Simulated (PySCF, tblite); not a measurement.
# SiClF₂ radical, a cluster model of a defect (Si site with back bonds F, F, Cl): EPR parameters

What EPR parameters should one expect for `F[Si](F)Cl`? It is drawn as: dangling bond.

Computed with tblite 0.8.0 and PySCF 2.14.0; each step states its level. No surroundings beyond the atoms listed, unless a continuum is named. Atoms count from 0, parts from 1.

## Step 1: The system as given

4 atoms, charge 0, multiplicity 2; geometry: distance geometry start.

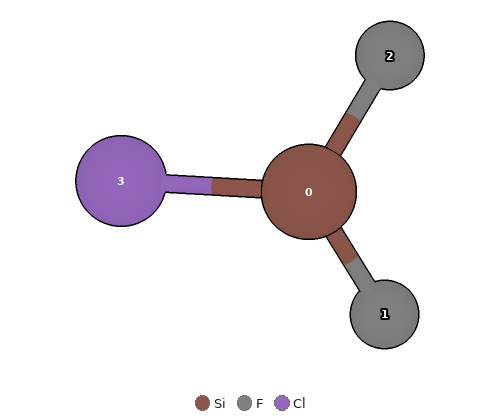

The starting geometry (silicon brown, fluorine grey, chlorine purple), atoms numbered.

## Step 2: Relaxing the cluster with GFN2-xTB

The job: settings as JSON, then the geometry in Å.

```
{"job": {"kind": "relax", "xc": "GFN2-xTB", "basis": "xTB"}, "charge": 0, "multiplicity": 2}
Si    -0.100905     0.023986     0.434724
F     -0.883458     1.369396    -0.155685
F     -0.929796    -1.366582    -0.170775
Cl     1.893357    -0.027696    -0.111006
```

With the program's defaults for keys left out, this is: GFN2-xTB geometry optimisation, gas phase.

On the command line:

```
$ OMP_NUM_THREADS=1 python cluster_run.py task.json out
```

This one command runs all jobs of the session in turn.

The program printed:

```text
step      E/eV     max force
  0    -430.55663    2.344
  1    -430.69389    1.760
  2    -430.76125    2.642
  3    -430.82793    0.523
  4    -430.84336    0.529
  5    -430.87204    0.562
  6    -430.88195    0.403
  7    -430.88880    0.124
  8    -430.88916    0.059
  9    -430.88937    0.063
 10    -430.88965    0.089
 11    -430.89002    0.088
 12    -430.89022    0.045
 13    -430.89027    0.009
 14    -430.89027    0.001
```

Wall time 0.14 s (1 thread of Arm Neoverse V2, shared host).

Along the way:

| step | energy from step 0 (eV) | largest force (eV/Å) |
| --- | --- | --- |
| 0 | 0.0000 | 2.3445 |
| 1 | -0.1373 | 1.7600 |
| 2 | -0.2046 | 2.6416 |
| 3 | -0.2713 | 0.5227 |
| 4 | -0.2867 | 0.5295 |
| 5 | -0.3154 | 0.5615 |
| 6 | -0.3253 | 0.4021 |
| 7 | -0.3322 | 0.1241 |
| 8 | -0.3325 | 0.0585 |
| 9 | -0.3327 | 0.0634 |
| 10 | -0.3330 | 0.0891 |
| 11 | -0.3334 | 0.0876 |
| 12 | -0.3336 | 0.0454 |
| 13 | -0.3336 | 0.0093 |
| 14 | -0.3336 | 0.0010 |

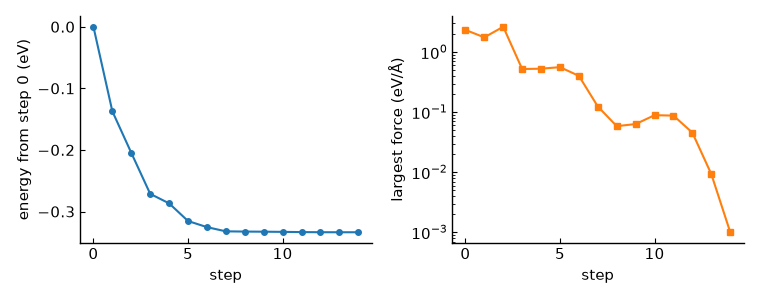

Energy and force, step by step.

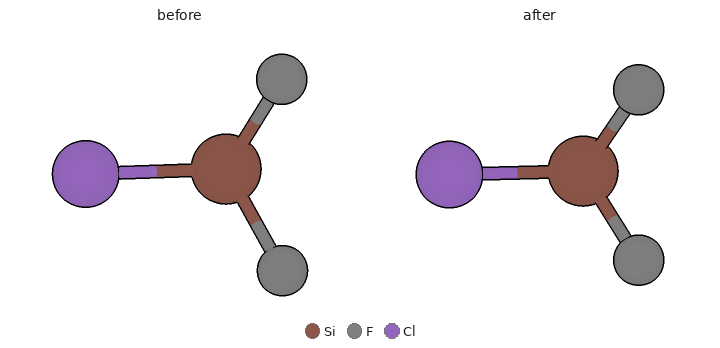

Before and after, at one scale.

Close pairs (by a distance rule), those that changed most:

| bond | before (Å) | after (Å) | change (Å) |
| --- | --- | --- | --- |
| Si0–F2 | 1.728 | 1.605 | -0.124 |
| Si0–Cl3 | 2.068 | 1.994 | -0.074 |
| Si0–F1 | 1.665 | 1.605 | -0.060 |

## Step 3: Geometry optimisation at PBE0-D3(BJ)/def2-SVP

The job: settings as JSON, then the geometry in Å.

```
{"job": {"xc": "PBE0", "basis": "def2-SVP", "d3": "d3bj", "grid": 2, "kind": "geom", "shake": 0.01}, "charge": 0, "multiplicity": 2}
Si    -0.053720    -0.025564     0.492077
F     -0.864018     1.225762    -0.182436
F     -0.911566    -1.208068    -0.194058
Cl     1.857065    -0.022275    -0.125737
```

The program printed:

```text
step   0  E = -948.63489840  max force = 0.032887
step   1  E = -948.63820790  max force = 0.012055
step   2  E = -948.63866462  max force = 0.005413
step   3  E = -948.63877120  max force = 0.000560
step   4  E = -948.63877429  max force = 0.000156
optimisation converged
```

Wall time 10 s (1 thread of Arm Neoverse V2, shared host); peak memory 0.33 GiB.

Relaxation path:

| step | energy from step 0 (eV) | largest force component (eV/Å) |
| --- | --- | --- |
| 0 | 0.0000 | 1.6911 |
| 1 | -0.0901 | 0.6199 |
| 2 | -0.1025 | 0.2783 |
| 3 | -0.1054 | 0.0288 |
| 4 | -0.1055 | 0.0080 |

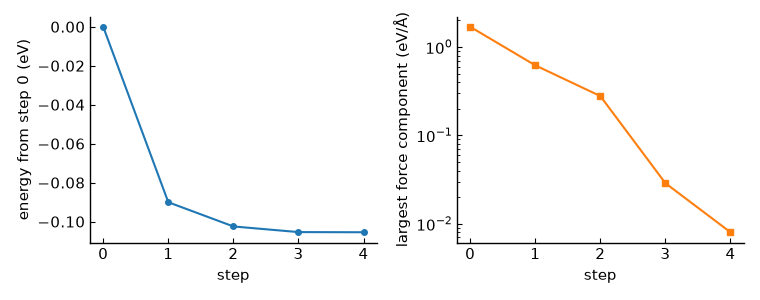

Energy and largest force along the relaxation.

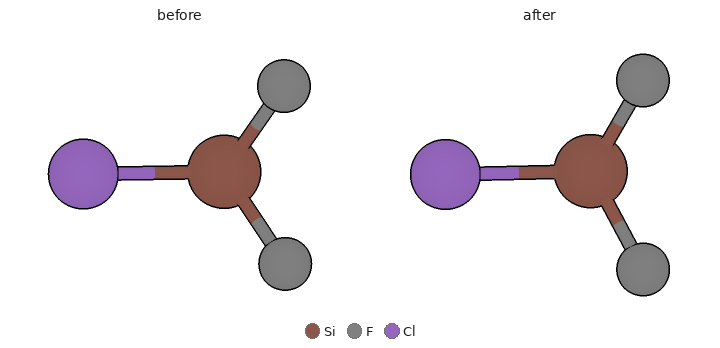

Before and after, at one scale.

Close pairs (by a distance rule), those that changed most:

| bond | before (Å) | after (Å) | change (Å) |
| --- | --- | --- | --- |
| Si0–Cl3 | 2.008 | 2.051 | +0.043 |
| Si0–F1 | 1.636 | 1.612 | -0.024 |
| Si0–F2 | 1.614 | 1.612 | -0.002 |

The final coordinates are the input of the step that follows.

| at the end point | value |
| --- | --- |
| point group (found at 0.08 Å tolerance) | Cs |
| rotational constants (GHz, main isotopes) | 7.137, 3.457, 2.498 |
| dipole moment (D) | 1.25 |
| ⟨S²⟩ | 0.752 |

## Step 4: EPR parameters: B3LYP/IGLO-III

The job: settings as JSON, then the geometry in Å.

```
{"job": {"kind": "epr"}, "charge": 0, "multiplicity": 2}
Si    -0.124075    -0.028167     0.480410
F     -0.830660     1.283729    -0.135728
F     -0.865653    -1.300356    -0.175583
Cl     1.846406    -0.045567    -0.087645
```

Level: UKS B3LYP, IGLO-III on Cl F Si, non-relativistic, mean-field spin-orbit, GIAO.

The program printed:

```text
UKS, coarse grid
  cycle   1  E = -949.53709110  |g| = 5.99e-01
  cycle   2  E = -949.27982027  |g| = 1.11e+00
  cycle   3  E = -949.65273069  |g| = 5.60e-02
  cycle   4  E = -949.65348155  |g| = 4.22e-02
  cycle   5  E = -949.65422645  |g| = 5.26e-03
  cycle   6  E = -949.65423782  |g| = 2.12e-03
  cycle   7  E = -949.65424075  |g| = 4.21e-04
UKS, final grid
  cycle   1  E = -949.65408736  |g| = 4.58e-04
  cycle   2  E = -949.65408730  |g| = 6.43e-04
  cycle   3  E = -949.65408743  |g| = 8.40e-05
  cycle   4  E = -949.65408743  |g| = 1.56e-05
E = -949.65408743 Eh   <S^2> = 0.7515 (exact 0.7500)
g shifts (ppm)      1          2          3
  rmc          -236       -236       -236
  gc             91         93         41
  oz_so       -2732       -764       -453
  total       -2877       -907       -648
hyperfine (MHz)  atom isotope    a_iso     a_fc   dipolar eigenvalues
    0  29Si   -1362.42   -1363.54   -111.85     55.17     56.68
    1   19F     300.90     299.21   -131.74   -125.94    257.67
    2   19F     301.18     299.49   -131.72   -125.91    257.63
    3  35Cl      41.57      41.00    -26.95    -26.71     53.65
```

It took 12 s on 1 thread of Arm Neoverse V2, shared host; peak memory 0.54 GiB.

Principal g values 1.99944, 2.00141, 2.00167; g(iso) = 2.00084, against 2.00232 for a free electron.

Mean a(iso) over the nuclei that a row names, and the largest dipolar term of the row (other rows stand at the frozen geometry):

| nuclei | isotope | a(iso) (MHz) | a(iso) (G, at g = 2.0023) | largest dipolar term (MHz) |
| --- | --- | --- | --- | --- |
| Si0 | 29Si | -1362.4 | -486.1 | -111.9 |
| F1, F2 | 19F | 301.0 | 107.4 | 257.7 |
| Cl3 | 35Cl | 41.6 | 14.8 | 53.7 |

Mulliken spin populations:

| atom | value (e) |
| --- | --- |
| Si0 | 0.83 |
| F1 | 0.03 |
| F2 | 0.03 |
| Cl3 | 0.12 |

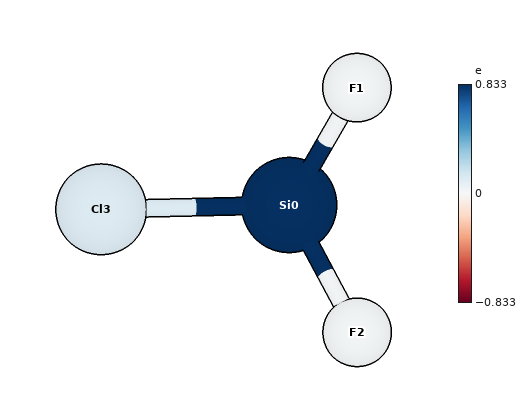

Mulliken spin populations, as colours on the atoms.

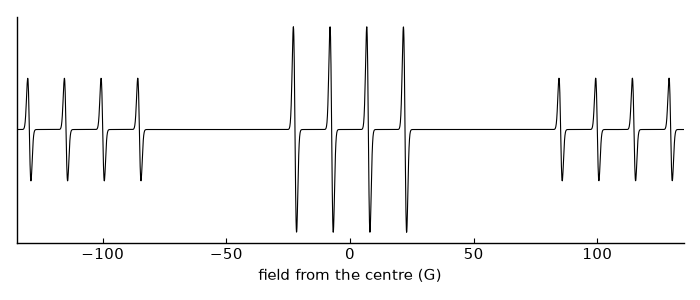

First-order isotropic spectrum (first derivative, main isotopes with spin only, couplings over 0.8 MHz, Gaussian width 0.6 G; couplings of the frozen geometry, rotation of groups not averaged beyond the rows shown).

Orbitals, density, ELF and potential are computed afterwards from the orbital file.

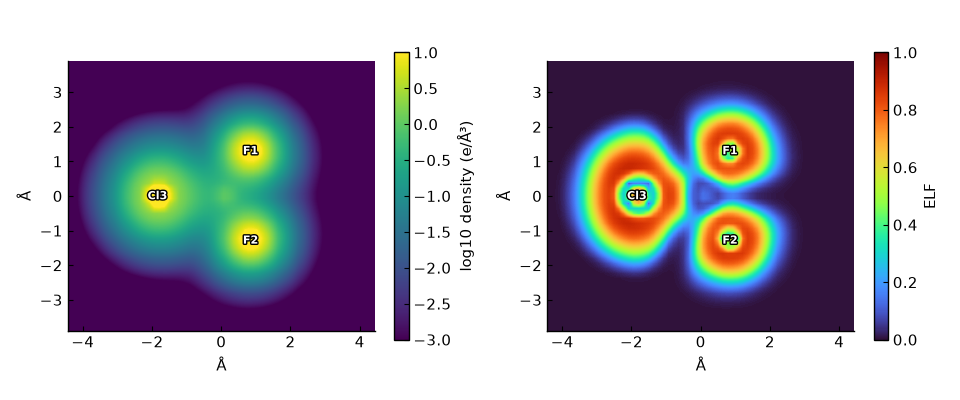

Density (left) and ELF (right) in a plane through or near 3 of the atoms.

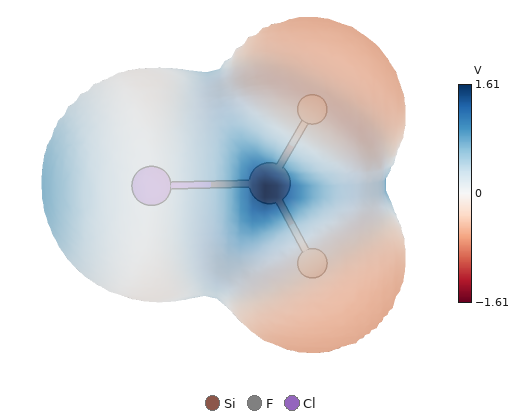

The potential that a unit positive charge feels on the 0.002 e/bohr³ surface, from -0.54 V near F2 to 1.61 V near Si0.

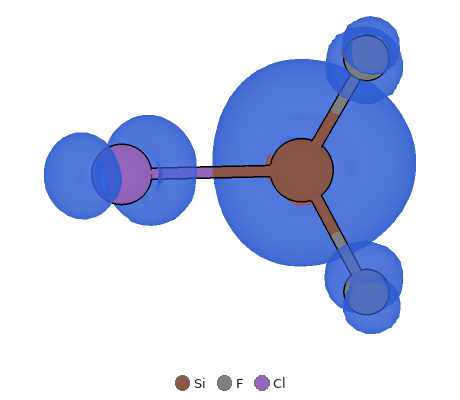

Spin density at ±0.04 e/Å³ (alpha excess blue, beta excess red).

## Step 5: g tensor and hyperfine couplings: BHandHLYP/IGLO-III

The job, as its differences from that of step 4:

```diff
@@ -1,2 +1,2 @@
-{"job": {"kind": "epr"}, "charge": 0, "multiplicity": 2}
+{"job": {"kind": "epr", "xc": "BHandHLYP"}, "charge": 0, "multiplicity": 2}
 Si    -0.124075    -0.028167     0.480410
```

Level: UKS BHandHLYP, IGLO-III on Cl F Si, non-relativistic, mean-field spin-orbit, GIAO.

The program printed:

```text
UKS, coarse grid
  cycle   1  E = -949.43984019  |g| = 5.44e-01
  cycle   2  E = -949.40890546  |g| = 6.86e-01
  cycle   3  E = -949.54634789  |g| = 3.40e-02
  cycle   4  E = -949.54703445  |g| = 1.96e-02
  cycle   5  E = -949.54723817  |g| = 4.80e-03
  cycle   6  E = -949.54725928  |g| = 1.18e-03
  cycle   7  E = -949.54726066  |g| = 3.47e-04
UKS, final grid
  cycle   1  E = -949.54716154  |g| = 2.15e-04
  cycle   2  E = -949.54716158  |g| = 1.44e-04
  cycle   3  E = -949.54716160  |g| = 5.63e-05
  cycle   4  E = -949.54716160  |g| = 1.96e-05
E = -949.54716160 Eh   <S^2> = 0.7525 (exact 0.7500)
g shifts (ppm)      1          2          3
  rmc          -237       -237       -237
  gc             91         93         41
  oz_so       -2916      -1022       -426
  total       -3063      -1167       -623
hyperfine (MHz)  atom isotope    a_iso     a_fc   dipolar eigenvalues
    0  29Si   -1399.20   -1400.29   -120.30     58.76     61.54
    1   19F     322.70     321.19   -127.44   -122.08    249.53
    2   19F     322.96     321.46   -127.43   -122.06    249.49
    3  35Cl      43.26      42.80    -26.03    -26.02     52.05
```

Run time: 11 s. Hardware: 1 thread of Arm Neoverse V2, shared host; peak memory 0.52 GiB.

In short: g(iso) 2.00070.

## Step 6: Side by side: EPR parameters

g, ⟨S²⟩ and isotropic hyperfine couplings (MHz), with basis size and wall time:

| run | g(iso) | ⟨S²⟩ | 29Si Si0 | 19F F1 (mean) | 35Cl Cl3 | functions | time |
| --- | --- | --- | --- | --- | --- | --- | --- |
| B3LYP/IGLO-III | 2.00084 | 0.751 | -1362.4 | 301.0 | 41.6 | 158 | 12 s |
| BHandHLYP/IGLO-III | 2.00070 | 0.752 | -1399.2 | 322.8 | 43.3 | 158 | 11 s |

## Step 7: What came out

| quantity | value |
| --- | --- |
| point group | Cs |
| rotational constants (main isotopes) | 7.14, 3.46, 2.50 GHz |
| g(iso) (B3LYP) | 2.00084 |
| ⟨S²⟩ | 0.751 (exact 0.75) |
| largest a(iso) (averaged by class) | 29Si on Si0, -1362.4 MHz |
| surface potential, least and greatest | -0.54 V and 1.61 V |

**Reading.** Relaxing lowered the energy by 0.105 eV in 4 steps; the close pair that moved most is Si0–Cl3, from 2.008 to 2.051 Å (PBE0/def2-SVP). Si0 carries the largest spin population, 0.83 e. The isotropic g lies 1.5 ppt below the free-electron value. The coupling of 29Si on Si0 runs from -1399.2 (BHandHLYP/IGLO-III) to -1362.4 MHz (B3LYP/IGLO-III).
